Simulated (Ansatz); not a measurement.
# H6OW: what the fields show

Input file:

```
crystal:
  periodic: [false, false, false]
  atoms:
    - { symbol: W, position_ang: [0.0, 0.0, 0.0] }
    - { symbol: H, position_ang: [0.0, 0.0, 1.72] }
    - { symbol: H, position_ang: [1.72, 0.0, 0.0] }
    - { symbol: H, position_ang: [0.0, 1.72, 0.0] }
    - { symbol: H, position_ang: [-1.72, 0.0, 0.0] }
    - { symbol: O, position_ang: [0.0, -1.94, 0.0] }
    - { symbol: H, position_ang: [0.3816, -2.2771, 0.8723] }
    - { symbol: H, position_ang: [0.0, 0.0, -1.72] }
basis:
  gaussian: { orbitals: def2-SVP }
hamiltonian:
  xc: b3lyp
relax:
  f_tol: 0.02
  max_steps: 40
output:
  orbitals: {}
```

Run with:

```sh
ansatz run input.yaml --threads 1 --pin off --max-ram 2048MiB --backend cpu --events-out ev --progress --plain --runs-dir out
```

The fields are those of the run's last geometry, not of the input's.

Core potentials replace the inner electrons of W.

Theory: RKS B3LYP/def2-SVP (Ansatz 0.2.0).

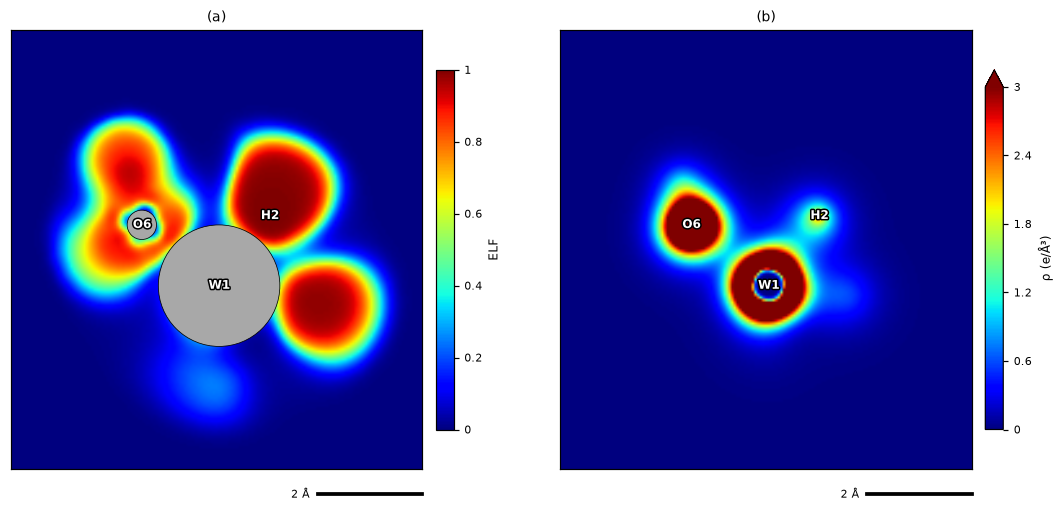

Figure 1. (a) electron localisation function; (b) electron density on the plane of atoms H2, W1 and O6. Grey discs cover the atomic cores in the ELF map.

Q: What do the fields say about this system?

A: Atoms in the plane: W, H and O. W–O (1.89 Å): ρ at the midpoint is about 1.1 e/Å³; the ELF peaks at about 0.85 in the valence shell of O, 0.5 Å from its nucleus, and drops to about 0.25 between the two atoms. W–H (1.66 Å): ρ at the midpoint is about 1.7 e/Å³; the ELF climbs to about 1 towards the hydrogen.

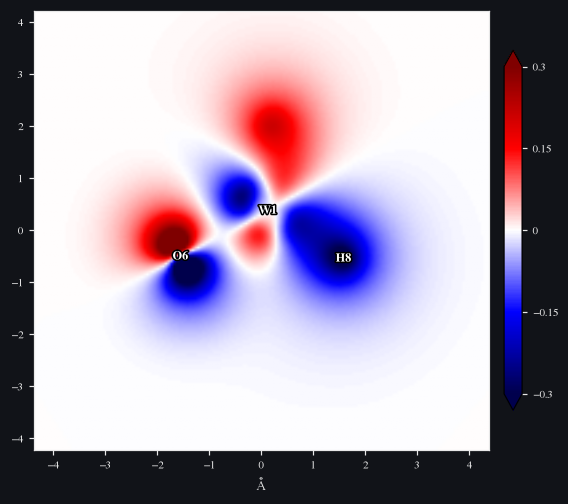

Figure 2. The HOMO−1 on the plane of atoms O6, W1 and H8 (values in Å⁻³ᐟ²; the overall sign is arbitrary).

Q: Where does this orbital lie, and at what energy?

A: Its weight (Hirshfeld) is mainly on W1 (about 50 %), H2 (about 10 %), H3 (about 10 %), O6 (about 10 %), H5 (about 10 %) and H8 (about 10 %). Its energy is −8.19 eV.

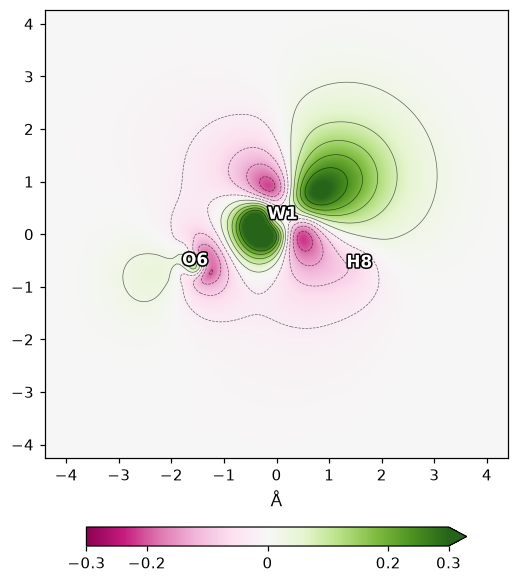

Figure 3. The HOMO on the plane of atoms O6, W1 and H8 (values in Å⁻³ᐟ²; the overall sign is arbitrary).

Q: Describe this orbital and give its energy.

A: It lies mainly on W1 (about 45 %) and H4 (about 35 %). Its energy is −7.78 eV.
